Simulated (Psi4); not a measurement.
# Si2H6F2 (SMILES F[SiH3].F[SiH3]) at PBE-D2/def2-SVP (density fitting, counterpoise cp, fragments set)

Aim: the interaction energy of Si2H6F2. 

Program for the calculation: Psi4 1.11.

6 further runs of the same task are left out: 3 that didn't finish, 3 set aside as unsound or not needed. Runs told in other sessions of the task aren't counted.

### Step 1. The system as given

Si2H6F2 has 10 atoms, charge 0, and is taken as a singlet. As SMILES, `F[SiH3].F[SiH3]`. The parts were moved apart from a relaxed complex, to 1.4 times its contact distance, each keeping its shape in the complex.

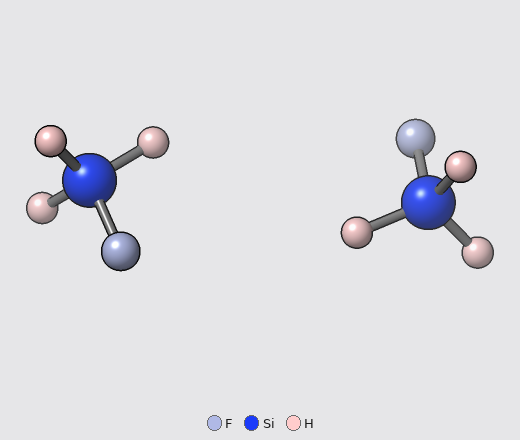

Viewed from a chosen angle; fluorine light blue, silicon blue, hydrogen pink.

### Step 2. The interaction energy at PBE-D2/def2-SVP (density fitting, counterpoise cp, fragments set)

f2h6si2.dat reads:

```
memory 1.6 GB

molecule dimer {
  0 1
  F     -2.122160     1.736890    -0.290290
  Si    -0.959350     1.862480    -1.395450
  H     -1.661660     1.907010    -2.668680
  H     -0.136050     0.679570    -1.217670
  H     -0.281040     3.109290    -1.076040
  --
  0 1
  F      2.257250    -2.574980     0.662810
  Si     1.485470    -2.773660     2.060100
  H      0.455750    -1.748510     2.071680
  H      2.507620    -2.590570     3.078920
  H      0.965530    -4.131310     2.010090
  units angstrom
  symmetry c1
  no_reorient
  no_com
}

set basis def2-SVP
set reference rks

energy_value, wavefunction = energy("pbe-d2", bsse_type='cp', return_wfn=True)
```

On the command line:

```sh
$ psi4 -n 1 f2h6si2.dat f2h6si2.out
```

f2h6si2.out:

```text
Psi4 1.11 release

  //>>>>>>>>>>>>>>>>>>>>>>>>>>>>>>>>>>>//
  //   ManyBody Setup: N-Body Levels 2 //
  //<<<<<<<<<<<<<<<<<<<<<<<<<<<<<<<<<<<//

    Model chemistry "(auto)" (§A):          3
        Number of 1-body computations:      2 (nocp: 0, cp: 2, vmfc_compute: 0)
        Number of 2-body computations:      1 (nocp: 0, cp: 1, vmfc_compute: 0)

    -----------------------------------------------------------------------
                               Psi4 1.11 release

    h
    h
    h

    -----------------------------------------------------------------------

    Memory:     1.5 GiB
    Threads:    1
                ecpint, einsums, f̶o̶r̶t̶e̶, gauxc, gcp, g̶d̶m̶a̶, geometric, g̶p̶u̶_̶d̶f̶c̶c̶,
                i̶n̶t̶e̶g̶r̶a̶t̶o̶r̶x̶x̶, i̶p̶i̶, libefp, m̶d̶i̶, m̶p̶2̶d̶, m̶r̶c̶c̶, ooo,
                o̶p̶e̶n̶f̶e̶r̶m̶i̶o̶n̶p̶s̶i̶4̶, pcmsolver, p̶s̶i̶4̶f̶o̶c̶k̶c̶i̶, p̶s̶i̶x̶a̶s̶,
                p̶y̶e̶i̶n̶s̶u̶m̶s̶, r̶e̶s̶p̶, s̶i̶m̶i̶n̶t̶, s̶n̶s̶m̶p̶2̶,
                v̶2̶r̶d̶m̶_̶c̶a̶s̶s̶c̶f̶

   => Loading Basis Set <=

    Name: DEF2-SVP
    Role: ORBITAL
    Keyword: BASIS

   => PBE-D2: Empirical Dispersion <=

        s6 =       0.750000
    alpha6 =      20.000000
       sr6 =       1.100000

         ---------------------------------------------------------
                                   SCF
                              RKS Reference
                        1 Threads,   1525 MiB Core
         ---------------------------------------------------------

  ==> Geometry <==

    Molecular point group: c1
    Full point group: C1

    Geometry (in Bohr), charge = 0, multiplicity = 1:

       Center              X                  Y                   Z               Mass
    ------------   -----------------  -----------------  -----------------  -----------------
      Gh(F)          -4.010301194402     3.282246410046    -0.548568596959    18.998403162730
      Gh(SI)         -1.812908758458     3.519577114143    -2.637018321770    27.976926534650
      Gh(H)          -3.140082313628     3.603726618509    -5.043074316487     1.007825032230
[... 6 lines of this table left out ...]
         H            1.824587265913    -7.807044439365     3.798519587522     1.007825032230

  Running in c1 symmetry.

  Rotational constants: A =      0.23978  B =      0.01749  C =      0.01651 [cm^-1]
  Rotational constants: A =   7188.40802  B =    524.21956  C =    495.02100 [MHz]
  Nuclear repulsion =   63.265617979012298

  Charge       = 0
  Multiplicity = 1
  Electrons    = 26
  Nalpha       = 13
  Nbeta        = 13

  ==> Algorithm <==

  SCF Algorithm Type is DF.
  DIIS enabled.
  MOM disabled.
  Fractional occupation disabled.
  Guess Type is SAD.
  Energy threshold   = 1.00e-06
  Density threshold  = 1.00e-06
  Integral threshold = 1.00e-12

  ==> Primary Basis <==

  Basis Set: DEF2-SVP
    Blend: DEF2-SVP
    Number of shells: 46
    Number of basis functions: 94
    Number of Cartesian functions: 98
    Spherical Harmonics?: true
    Max angular momentum: 2

  ==> DFT Potential <==

   => LibXC <=

    Version 7.1.2

   => Composite Functional: PBE-D2 <=

    PBE GGA Exchange-Correlation Functional

    Deriv               =              1
    GGA                 =           TRUE
    Meta                =          FALSE

    Exchange Hybrid     =          FALSE
    MP2 Hybrid          =          FALSE

   => Exchange Functionals <=

    1.0000     XC_GGA_X_PBE

   => Correlation Functionals <=

    1.0000     XC_GGA_C_PBE

   => LibXC Density Thresholds  <==

    XC_GGA_C_PBE:  1.00E-12
    XC_GGA_X_PBE:  1.00E-15

   => Molecular Quadrature <=

    Radial Scheme          =       TREUTLER
    Pruning Scheme         =           NONE
    Nuclear Scheme         =       TREUTLER

    Blocking Scheme        =         OCTREE
    BS radius alpha        =              1
    Pruning alpha          =              1
    Radial Points          =             75
    Spherical Points       =            302
    Total Points           =         217696
    Total Blocks           =           1683
    Max Points             =            256
    Max Functions          =             71
    Weights Tolerance      =       1.00E-15

   => Loading Basis Set <=

    Name: (DEF2-SVP AUX)
    Role: JKFIT
    Keyword: DF_BASIS_SCF

  ==> Integral Setup <==

  DFHelper Memory: AOs need 0.028 GiB; user supplied 0.790 GiB.
  SCF_SUBTYPE=INCORE selected. In-core MEM_DF algorithm will be used.
  Using in-core AOs.

  ==> MemDFJK: Density-Fitted J/K Matrices <==

    J tasked:                   Yes
    K tasked:                    No
    wK tasked:                   No
    Memory [MiB]:               808
    Algorithm:                 Core
    Schwarz Cutoff:           1E-12
    Mask sparsity (%):      28.4744
    Fitting Condition:        1E-10

   => Auxiliary Basis Set <=

  Basis Set: (DEF2-SVP AUX)
    Blend: DEF2-UNIVERSAL-JKFIT
    Number of shells: 162
    Number of basis functions: 518
    Number of Cartesian functions: 616
    Spherical Harmonics?: true
    Max angular momentum: 4

  Cached 100.0% of DFT collocation blocks in 0.328 [GiB].

  Minimum eigenvalue in the overlap matrix is 1.8371289934E-02.
  Reciprocal condition number of the overlap matrix is 4.5648257838E-03.
    Using symmetric orthogonalization.

  ==> Pre-Iterations <==

  SCF Guess: Superposition of Atomic Densities via on-the-fly atomic UHF (no occupation information).

   -------------------------
    Irrep   Nso     Nmo
   -------------------------
     A         94      94
   -------------------------
    Total      94      94
   -------------------------

  ==> Iterations <==

                           Total Energy        Delta E     RMS |[F,P]|

   @DF-RKS iter SAD:  -390.42350679317445   -3.90424e+02   0.00000e+00
   @DF-RKS iter   1:  -390.68096109879889   -2.57454e-01   4.09804e-03 DIIS/ADIIS
   @DF-RKS iter   2:  -390.60188094869824    7.90802e-02   7.00090e-03 DIIS/ADIIS
   @DF-RKS iter   3:  -390.74071180458230   -1.38831e-01   9.57684e-04 DIIS/ADIIS
   @DF-RKS iter   4:  -390.74483196371000   -4.12016e-03   1.35212e-04 DIIS/ADIIS
   @DF-RKS iter   5:  -390.74492789090635   -9.59272e-05   2.43435e-05 DIIS
   @DF-RKS iter   6:  -390.74493064956232   -2.75866e-06   1.73684e-06 DIIS
   @DF-RKS iter   7:  -390.74493066284998   -1.32877e-08   4.51537e-07 DIIS
  Energy and wave function converged.

  ==> Post-Iterations <==

   Electrons on quadrature grid:
      Ntotal   =   25.9999682127 ; deviation = -3.179e-05

    Orbital Energies [Eh]
    ---------------------

    Doubly Occupied:

       1A    -65.432811     2A    -24.235256     3A     -5.087775
       4A     -3.505167     5A     -3.500420     6A     -3.500390
       7A     -1.045412     8A     -0.502588     9A     -0.386685
      10A     -0.376479    11A     -0.376062    12A     -0.298705
      13A     -0.297781

    Virtual:

      14A     -0.024619    15A      0.049373    16A      0.051248
      17A      0.072879    18A      0.094529    19A      0.167968
      20A      0.214176    21A      0.220008    22A      0.220846
[... 23 lines of this table left out ...]
      92A     14.479832    93A     44.136255    94A    103.609187

    Final Occupation by Irrep:
              A
    DOCC [    13 ]
    NA   [    13 ]
    NB   [    13 ]

  @DF-RKS Final Energy:  -390.74493066284998

   => Energetics <=

    Nuclear Repulsion Energy =             63.2656179790122977
    One-Electron Energy =                -668.0077113824062280
    Two-Electron Energy =                 246.2719091583865350
    DFT Exchange-Correlation Energy =     -32.2731170577487632
    Empirical Dispersion Energy =          -0.0016293600937675
    VV10 Nonlocal Energy =                  0.0000000000000000
    Total Energy =                       -390.7449306628499812

Computation Completed

Properties will be evaluated at   0.000000,   0.000000,   0.000000 [a0]

Properties computed using the SCF density matrix

 Multipole Moments:

 ------------------------------------------------------------------------------------
     Multipole            Electronic (a.u.)      Nuclear  (a.u.)        Total (a.u.)
 ------------------------------------------------------------------------------------

 L = 1.  Multiply by 2.5417464519 to convert [e a0] to [Debye]
 Dipole X            :        -85.4027647           85.1146442           -0.2881206
 Dipole Y            :        133.1129846         -133.1811888           -0.0682042
 Dipole Z            :        -78.7966340           79.3068544            0.5102204
 Magnitude           :                                                    0.5899069

 ------------------------------------------------------------------------------------

	total time  =          5 seconds =       0.08 minutes

    Psi4 run time: 0:00:04.40

    -----------------------------------------------------------------------
                               Psi4 1.11 release

    h
    h
    h

    -----------------------------------------------------------------------

    Memory:     1.5 GiB
    Threads:    1
                ecpint, einsums, f̶o̶r̶t̶e̶, gauxc, gcp, g̶d̶m̶a̶, geometric, g̶p̶u̶_̶d̶f̶c̶c̶,
                i̶n̶t̶e̶g̶r̶a̶t̶o̶r̶x̶x̶, i̶p̶i̶, libefp, m̶d̶i̶, m̶p̶2̶d̶, m̶r̶c̶c̶, ooo,
                o̶p̶e̶n̶f̶e̶r̶m̶i̶o̶n̶p̶s̶i̶4̶, pcmsolver, p̶s̶i̶4̶f̶o̶c̶k̶c̶i̶, p̶s̶i̶x̶a̶s̶,
                p̶y̶e̶i̶n̶s̶u̶m̶s̶, r̶e̶s̶p̶, s̶i̶m̶i̶n̶t̶, s̶n̶s̶m̶p̶2̶,
                v̶2̶r̶d̶m̶_̶c̶a̶s̶s̶c̶f̶

  ==> Geometry <==

    Molecular point group: c1
    Full point group: C1

    Geometry (in Bohr), charge = 0, multiplicity = 1:

       Center              X                  Y                   Z               Mass
    ------------   -----------------  -----------------  -----------------  -----------------
         F           -4.010301194402     3.282246410046    -0.548568596959    18.998403162730
         SI          -1.812908758458     3.519577114143    -2.637018321770    27.976926534650
         H           -3.140082313628     3.603726618509    -5.043074316487     1.007825032230
[... 6 lines of this table left out ...]
      Gh(H)           1.824587265913    -7.807044439365     3.798519587522     1.007825032230

  Running in c1 symmetry.

  Rotational constants: A =      0.23978  B =      0.01749  C =      0.01651 [cm^-1]
  Rotational constants: A =   7188.40802  B =    524.21956  C =    495.02100 [MHz]
  Nuclear repulsion =   63.255577800684222

  Charge       = 0
  Multiplicity = 1
  Electrons    = 26
  Nalpha       = 13
  Nbeta        = 13

  ==> Iterations <==

                           Total Energy        Delta E     RMS |[F,P]|

   @DF-RKS iter SAD:  -390.42327684150445   -3.90423e+02   0.00000e+00
   @DF-RKS iter   1:  -390.68088178365144   -2.57605e-01   4.09927e-03 DIIS/ADIIS
   @DF-RKS iter   2:  -390.60157665754059    7.93051e-02   7.00691e-03 DIIS/ADIIS
   @DF-RKS iter   3:  -390.74066678546887   -1.39090e-01   9.57696e-04 DIIS/ADIIS
   @DF-RKS iter   4:  -390.74478830213650   -4.12152e-03   1.35329e-04 DIIS/ADIIS
   @DF-RKS iter   5:  -390.74488436502213   -9.60629e-05   2.43612e-05 DIIS
   @DF-RKS iter   6:  -390.74488712650998   -2.76149e-06   1.73591e-06 DIIS
   @DF-RKS iter   7:  -390.74488713963837   -1.31284e-08   4.51242e-07 DIIS
  Energy and wave function converged.

  ==> Post-Iterations <==

   Electrons on quadrature grid:
      Ntotal   =   26.0000033857 ; deviation = 3.386e-06

    Final Occupation by Irrep:
              A
    DOCC [    13 ]
    NA   [    13 ]
    NB   [    13 ]

  @DF-RKS Final Energy:  -390.74488713963837

   => Energetics <=

    Nuclear Repulsion Energy =             63.2555778006842218
    One-Electron Energy =                -667.9901205779052589
    Two-Electron Energy =                 246.2644701272353416
    DFT Exchange-Correlation Energy =     -32.2731850828782569
    Empirical Dispersion Energy =          -0.0016294067743731
    VV10 Nonlocal Energy =                  0.0000000000000000
    Total Energy =                       -390.7448871396383652

Computation Completed

Properties will be evaluated at   0.000000,   0.000000,   0.000000 [a0]

Properties computed using the SCF density matrix

 Multipole Moments:

 ------------------------------------------------------------------------------------
     Multipole            Electronic (a.u.)      Nuclear  (a.u.)        Total (a.u.)
 ------------------------------------------------------------------------------------

 L = 1.  Multiply by 2.5417464519 to convert [e a0] to [Debye]
 Dipole X            :         65.8338969          -65.4017016            0.4321954
 Dipole Y            :        -89.5416245           89.5779316            0.0363072
 Dipole Z            :         50.8293735          -51.2329319           -0.4035584
 Magnitude           :                                                    0.5924276

 ------------------------------------------------------------------------------------

	total time  =          4 seconds =       0.07 minutes

    Psi4 run time: 0:00:03.82

    -----------------------------------------------------------------------
                               Psi4 1.11 release

    h
    h
    h

    -----------------------------------------------------------------------

    Memory:     1.5 GiB
    Threads:    1
                ecpint, einsums, f̶o̶r̶t̶e̶, gauxc, gcp, g̶d̶m̶a̶, geometric, g̶p̶u̶_̶d̶f̶c̶c̶,
                i̶n̶t̶e̶g̶r̶a̶t̶o̶r̶x̶x̶, i̶p̶i̶, libefp, m̶d̶i̶, m̶p̶2̶d̶, m̶r̶c̶c̶, ooo,
                o̶p̶e̶n̶f̶e̶r̶m̶i̶o̶n̶p̶s̶i̶4̶, pcmsolver, p̶s̶i̶4̶f̶o̶c̶k̶c̶i̶, p̶s̶i̶x̶a̶s̶,
                p̶y̶e̶i̶n̶s̶u̶m̶s̶, r̶e̶s̶p̶, s̶i̶m̶i̶n̶t̶, s̶n̶s̶m̶p̶2̶,
                v̶2̶r̶d̶m̶_̶c̶a̶s̶s̶c̶f̶

  ==> Geometry <==

    Molecular point group: c1
    Full point group: C1

    Geometry (in Bohr), charge = 0, multiplicity = 1:

       Center              X                  Y                   Z               Mass
    ------------   -----------------  -----------------  -----------------  -----------------
         F           -4.010301194402     3.282246410046    -0.548568596959    18.998403162730
         SI          -1.812908758458     3.519577114143    -2.637018321770    27.976926534650
         H           -3.140082313628     3.603726618509    -5.043074316487     1.007825032230
[... 6 lines of this table left out ...]
         H            1.824587265913    -7.807044439365     3.798519587522     1.007825032230

  Running in c1 symmetry.

  Rotational constants: A =      0.23978  B =      0.01749  C =      0.01651 [cm^-1]
  Rotational constants: A =   7188.40802  B =    524.21956  C =    495.02100 [MHz]
  Nuclear repulsion =  184.612800905910603

  Charge       = 0
  Multiplicity = 1
  Electrons    = 52
  Nalpha       = 26
  Nbeta        = 26

  ==> Iterations <==

                           Total Energy        Delta E     RMS |[F,P]|

   @DF-RKS iter SAD:  -780.84712213396062   -7.80847e+02   0.00000e+00
   @DF-RKS iter   1:  -781.36257483421082   -5.15453e-01   5.79298e-03 DIIS/ADIIS
   @DF-RKS iter   2:  -781.20848382392217    1.54091e-01   9.83828e-03 DIIS/ADIIS
   @DF-RKS iter   3:  -781.48205009444541   -2.73566e-01   1.32477e-03 DIIS/ADIIS
   @DF-RKS iter   4:  -781.49000464579933   -7.95455e-03   1.94006e-04 DIIS/ADIIS
   @DF-RKS iter   5:  -781.49019944448776   -1.94799e-04   3.29999e-05 DIIS
   @DF-RKS iter   6:  -781.49020443686356   -4.99238e-06   2.59199e-06 DIIS
   @DF-RKS iter   7:  -781.49020445934559   -2.24820e-08   1.42728e-06 DIIS
   @DF-RKS iter   8:  -781.49020446505949   -5.71390e-09   4.54607e-07 DIIS
  Energy and wave function converged.

  ==> Post-Iterations <==

   Electrons on quadrature grid:
      Ntotal   =   51.9999716036 ; deviation = -2.840e-05

    Orbital Energies [Eh]
    ---------------------

    Doubly Occupied:

       1A    -65.432633     2A    -65.431513     3A    -24.235603
       4A    -24.234288     5A     -5.087610     6A     -5.086505
       7A     -3.505014     8A     -3.503911     9A     -3.500254
[... 5 lines of this table left out ...]
      25A     -0.297545    26A     -0.296553

    Virtual:

      27A     -0.026004    28A     -0.022003    29A      0.048477
      30A      0.050380    31A      0.051406    32A      0.053767
      33A      0.073194    34A      0.074855    35A      0.168869
[... 19 lines of this table left out ...]
      93A      3.439319    94A      3.440207

    Final Occupation by Irrep:
              A
    DOCC [    26 ]
    NA   [    26 ]
    NB   [    26 ]

  @DF-RKS Final Energy:  -781.49020446505949

   => Energetics <=

    Nuclear Repulsion Energy =            184.6128009059106034
    One-Electron Energy =               -1452.2078217675343694
    Two-Electron Energy =                 550.6551108624229300
    DFT Exchange-Correlation Energy =     -64.5468772863549844
    Empirical Dispersion Energy =          -0.0034171795038478
    VV10 Nonlocal Energy =                  0.0000000000000000
    Total Energy =                       -781.4902044650594917

Computation Completed

Properties will be evaluated at   0.000000,   0.000000,   0.000000 [a0]

Properties computed using the SCF density matrix

 Multipole Moments:

 ------------------------------------------------------------------------------------
     Multipole            Electronic (a.u.)      Nuclear  (a.u.)        Total (a.u.)
 ------------------------------------------------------------------------------------

 L = 1.  Multiply by 2.5417464519 to convert [e a0] to [Debye]
 Dipole X            :        -19.5677302           19.7129426            0.1452124
 Dipole Y            :         43.5662839          -43.6032572           -0.0369733
 Dipole Z            :        -27.9664691           28.0739225            0.1074534
 Magnitude           :                                                    0.1843906

 ------------------------------------------------------------------------------------

	total time  =          4 seconds =       0.07 minutes

    Psi4 run time: 0:00:04.34

  //>>>>>>>>>>>>>>>>>>>>>>>>>>>>>>>>>>>//
  //          ManyBody Results         //
  //<<<<<<<<<<<<<<<<<<<<<<<<<<<<<<<<<<<//

   ==> N-Body: Counterpoise Corrected (CP) energies <==

              MC n-Body  Total Energy            Interaction Energy                          N-body Contribution to Interaction Energy
                         [Eh]                    [Eh]                  [kcal/mol]            [Eh]                  [kcal/mol]
              §A  1        N/A                   0.000000000000        0.000000000000        0.000000000000        0.000000000000
     FULL/RTN §A  2        N/A                  -0.000386662571       -0.242634426549       -0.000386662571       -0.242634426549

   MC Legend: §A: "(auto)"

    Psi4 run time: 0:00:14.37

[set-up sections that repeat, and orbital energies of the middle runs, are left out above]
```

It took 16 s on 1 thread of AMD EPYC 7B13 (Zen 3), shared host; peak memory 0.6 GiB.

### Step 3. Results

Level: PBE-D2/def2-SVP (density fitting, counterpoise cp, fragments set).

```
          quantity         value
interaction energy  -1.02 kJ/mol
```
